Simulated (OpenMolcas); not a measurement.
Run report: Zr⁺, multiconfigurational calculation (part 2 of 2)

Continued. System: Zr⁺. Method: state-averaged CASSCF, active space 3 electrons in the shell 4d, basis ANO-RCC-VTZP, DKH2 scalar Hamiltonian, spin-orbit coupling by RASSI with atomic mean-field integrals (OpenMolcas).

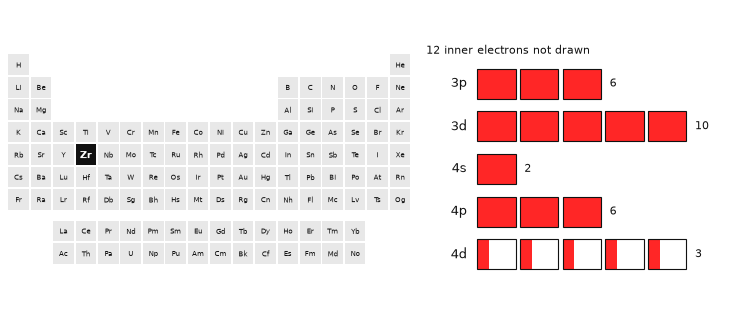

Left, the place of zirconium in the periodic table; right, the outer shells of the leading configuration of the lowest level: a box for each of the 2l + 1 orbitals, shaded by the share of the shell that is filled, with the electron count at the right.

### Output (extracts), continued
```
--- RASSI ---
SPIN-FREE ENERGIES:
  (Shifted by EMIN (a.u.) =      -3595.5989936056)

 SF State       Relative EMIN(au)   Rel lowest level(eV)    D:o, cm**(-1)      L_eff

     1             0.0000000000        0.0000000000              0.0000         3.0
     2             0.0000000000        0.0000000000              0.0000         3.0
     3             0.0000000000        0.0000000000              0.0000         3.0
     4             0.0000000000        0.0000000000              0.0000         3.0
     5             0.0000000000        0.0000000000              0.0000         3.0
     6             0.0000000000        0.0000000000              0.0000         3.0
     7             0.0000000000        0.0000000000              0.0000         3.0
     8             0.0396014251        1.0776096746           8691.5082         1.0
     9             0.0396014251        1.0776096746           8691.5082         1.0
    10             0.0396014251        1.0776096746           8691.5082         1.0
    11             0.0412343919        1.1220449640           9049.9030         4.0
    12             0.0412343919        1.1220449640           9049.9030         4.0
    13             0.0412343919        1.1220449640           9049.9030         4.0
    14             0.0412343919        1.1220449640           9049.9030         4.0
    15             0.0412343919        1.1220449640           9049.9030         4.0
    16             0.0412343919        1.1220449640           9049.9030         4.0
    17             0.0412343919        1.1220449640           9049.9030         4.0
    18             0.0412343919        1.1220449640           9049.9030         4.0
    19             0.0412343919        1.1220449640           9049.9030         4.0
    20             0.0540872650        1.4717894590          11870.7825         4.7
    21             0.0540872650        1.4717894590          11870.7825         4.8
    22             0.0540872650        1.4717894590          11870.7825         4.4
    23             0.0540872650        1.4717894590          11870.7825         3.9
    24             0.0540872650        1.4717894590          11870.7825         4.8
    25             0.0540872650        1.4717894590          11870.7825         3.1
    26             0.0540872650        1.4717894590          11870.7825         3.0
    27             0.0540872650        1.4717894590          11870.7825         4.6
    28             0.0540872650        1.4717894590          11870.7825         4.9
    29             0.0540872650        1.4717894590          11870.7825         4.9
    30             0.0540872650        1.4717894590          11870.7825         4.1
    31             0.0540872650        1.4717894590          11870.7825         4.8
    32             0.0540872650        1.4717894590          11870.7825         4.8
    33             0.0540872650        1.4717894590          11870.7825         4.8
    34             0.0589294485        1.6035519852          12933.5190         2.0
    35             0.0589294485        1.6035519852          12933.5190         2.0
    36             0.0589294485        1.6035519852          12933.5190         2.0
    37             0.0589294485        1.6035519852          12933.5190         2.0
    38             0.0589294485        1.6035519852          12933.5190         2.0
    39             0.0926458844        2.5210229442          20333.4213         3.0
    40             0.0926458844        2.5210229442          20333.4213         3.0
Eigenvalues of complex Hamiltonian:
   -----------------------------------
  (Shifted by EMIN (a.u.) =      -3595.5989936056)

 SO State       Relative EMIN(au)   Rel lowest level(eV)    D:o, cm**(-1)     J-value

     1            -0.0032492809        0.0000000000              0.0000         1.2
     2            -0.0032492809        0.0000000000              0.0000         1.2
     3            -0.0032492809        0.0000000000              0.0000         1.3
     4            -0.0032492809        0.0000000000              0.0000         1.0
     5            -0.0018763743        0.0373586908            301.3182         2.3
     6            -0.0018763743        0.0373586908            301.3182         2.0
     7            -0.0018763743        0.0373586908            301.3182         2.0
     8            -0.0018763743        0.0373586908            301.3182         1.6
     9            -0.0018763743        0.0373586908            301.3182         2.3
    10            -0.0018763743        0.0373586908            301.3182         1.4
    11            -0.0000461690        0.0871611155            703.0018         2.8
    12            -0.0000461690        0.0871611155            703.0018         2.9
    13            -0.0000461690        0.0871611155            703.0018         3.1
    14            -0.0000461690        0.0871611155            703.0018         2.6
    15            -0.0000461690        0.0871611155            703.0018         2.4
    16            -0.0000461690        0.0871611155            703.0018         3.1
    17            -0.0000461690        0.0871611155            703.0018         2.2
    18            -0.0000461690        0.0871611155            703.0018         3.0
    19             0.0021656505        0.1473477893           1188.4401         4.0
    20             0.0021656505        0.1473477893           1188.4401         3.3
    21             0.0021656505        0.1473477893           1188.4401         1.9
    22             0.0021656505        0.1473477893           1188.4401         4.0
    23             0.0021656505        0.1473477893           1188.4401         4.0
    24             0.0021656505        0.1473477893           1188.4401         2.1
    25             0.0021656505        0.1473477893           1188.4401         4.2
    26             0.0021656505        0.1473477893           1188.4401         3.8
    27             0.0021656505        0.1473477893           1188.4401         3.9
    28             0.0021656505        0.1473477893           1188.4401         4.1
    29             0.0380788504        1.1245957433           9070.4764         0.4
    30             0.0380788504        1.1245957433           9070.4764         0.4
    31             0.0384684425        1.1351970852           9155.9820         1.2
    32             0.0384684425        1.1351970852           9155.9820         1.4
    33             0.0384684425        1.1351970852           9155.9820         0.9
    34             0.0384684425        1.1351970852           9155.9820         1.1
    35             0.0401068741        1.1797810801           9515.5761         2.8
    36             0.0401068741        1.1797810801           9515.5761         2.7
    37             0.0401068741        1.1797810801           9515.5761         2.5
    38             0.0401068741        1.1797810801           9515.5761         2.5
    39             0.0401068741        1.1797810801           9515.5761         3.0
    40             0.0401068741        1.1797810801           9515.5761         3.0
    41             0.0401068741        1.1797810801           9515.5761         2.9
Weights of the five most important spin-orbit-free states for each spin-orbit state.

 SO State  Total energy (au)           Spin-free states, spin, and weights
 -------------------------------------------------------------------------------------------------------
    1        -0.003249       3 1.5  0.2271    2 1.5  0.2182    7 1.5  0.1553    4 1.5  0.1527    6 1.5  0.1466
    2        -0.003249       6 1.5  0.1893    5 1.5  0.1852    7 1.5  0.1826    1 1.5  0.1813    4 1.5  0.1149
    3        -0.003249       5 1.5  0.2033    3 1.5  0.1780    2 1.5  0.1763    1 1.5  0.1313    7 1.5  0.1309
    4        -0.003249       4 1.5  0.2019    1 1.5  0.1891    6 1.5  0.1567    5 1.5  0.1521    3 1.5  0.1184
    5        -0.001876       6 1.5  0.2045    1 1.5  0.1652    3 1.5  0.1580    4 1.5  0.1471    5 1.5  0.1399
    6        -0.001876       2 1.5  0.2290    3 1.5  0.1793    7 1.5  0.1702    5 1.5  0.1522    1 1.5  0.1471
    7        -0.001876       6 1.5  0.2027    1 1.5  0.1664    5 1.5  0.1634    4 1.5  0.1347    7 1.5  0.1226
    8        -0.001876       4 1.5  0.2161    7 1.5  0.1984    6 1.5  0.1884    5 1.5  0.1332    1 1.5  0.1157
    9        -0.001876       3 1.5  0.2349    2 1.5  0.1793    5 1.5  0.1386    4 1.5  0.1359    7 1.5  0.1352
   10        -0.001876       1 1.5  0.1777    7 1.5  0.1621    2 1.5  0.1613    4 1.5  0.1514    5 1.5  0.1288
   11        -0.000046       7 1.5  0.2913    1 1.5  0.2293    3 1.5  0.1467    5 1.5  0.1345    2 1.5  0.0807
   12        -0.000046       5 1.5  0.3589    4 1.5  0.1811    3 1.5  0.1109    6 1.5  0.1092    2 1.5  0.0929
```

### Spin-orbit levels, grouped by J and assigned (the lowest 15)

```csv
Configuration,Level,E (cm⁻¹),LS purity (%),Landé g
4d³,⁴F₃/₂,0,100,0.400
4d³,⁴F₅/₂,301,100,1.029
4d³,⁴F₇/₂,703,100,1.238
4d³,⁴F₉/₂,"1,188",100,1.333
4d³,⁴P₁/₂,"9,070",98,2.639
4d³,⁴P₃/₂,"9,156",96,1.717
4d³,²G₇/₂,"9,516",100,0.889
4d³,⁴P₅/₂,"9,552",100,1.600
4d³,²G₉/₂,"9,879",95,1.103
4d³,²P₃/₂,"12,400",67,1.191
4d³,²P₁/₂,"12,420",98,0.697
4d³,²H₉/₂,"12,500",96,0.918
4d³,²H₁₁/₂,"12,750",100,1.091
4d³,²D₃/₂,"13,810",70,0.960
4d³,²D₅/₂,"13,870",100,1.201
```

### Summary

- outcome: converged
- lowest level: 4d³ ⁴F₃/₂
- first excited level: 4d³ ⁴F₅/₂, 301 cm⁻¹
- energy of the lowest spin-free term: −3595.59899 hartree
- energy of the lowest spin-orbit level: −3595.60224 hartree
- largest spread among components of a term: 0.0 cm⁻¹
- hardware: 1 thread of Intel Xeon (Granite Rapids), 128 GiB of memory available, shared host
- wall time: 12 s

### Notes

Without dynamic correlation the splittings between terms come out too large, often by 20 to 50 %. Caveats: listed ground configuration lies outside the active space; levels of higher terms that fall inside the range are not drawn; only configurations of the active space are included.
